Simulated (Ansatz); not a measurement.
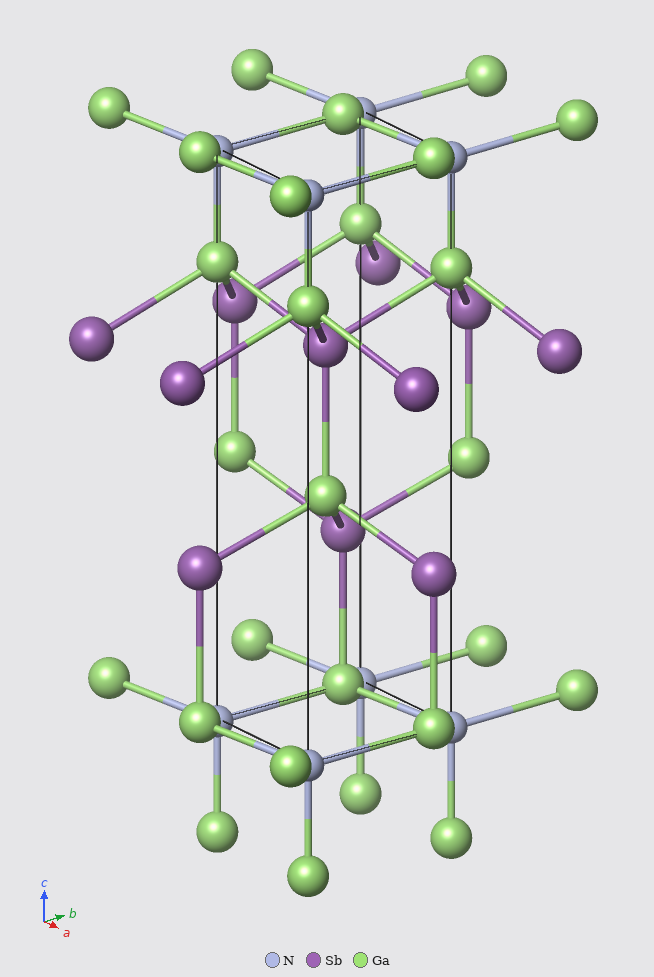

We look at a ball-and-stick model of the crystal slightly off an axis. The frame is the conventional unit cell; atoms at its boundary are shown with their periodic copies. Every bond is drawn to its end, so some atoms lie outside the box.

Ga3Sb2N, space group P3m1 (No. 156), a = 4.003 Å, b = 4.003 Å, c = 9.879 Å, α = 90.00°, β = 90.00°, γ = 120.00°. Its origin is a structure type filled with these elements by a generator (whether the compound takes this form wasn't checked). Earlier steps of the study may have refined or changed the cell and positions. It was run through Ansatz as a DFT input.

This one geometry was computed with Ansatz (DFT, plane waves, PAW) at three levels of theory: PBE with spin-orbit coupling, r2SCAN and PBE. It was relaxed beforehand with r2SCAN.

Which level gives the highest pressure at this volume, and what does that say about its equilibrium volume?

Highest: PBE with spin-orbit coupling (2.6 GPa) and PBE (2.6 GPa), which points to the largest equilibrium volume. Lowest, with the smallest volume: r2SCAN (0.1 GPa). Levels within 0.5 GPa of each other can't be told apart.

How does the band gap change with the level of theory?

All levels give a metal.

Collect the results in a table.

| level | cutoff (eV) | k-mesh of the run's cell | gap (eV) | pressure (GPa) |
| --- | --- | --- | --- | --- |
| PBE with spin-orbit coupling | 420 | 12×12×4 | metal | 2.6 |
| r2SCAN | 500 | 12×12×4 | metal | 0.1 |
| PBE | 420 | 12×12×4 | metal | 2.6 |

Gaps are taken on the k-mesh or band path of each run.
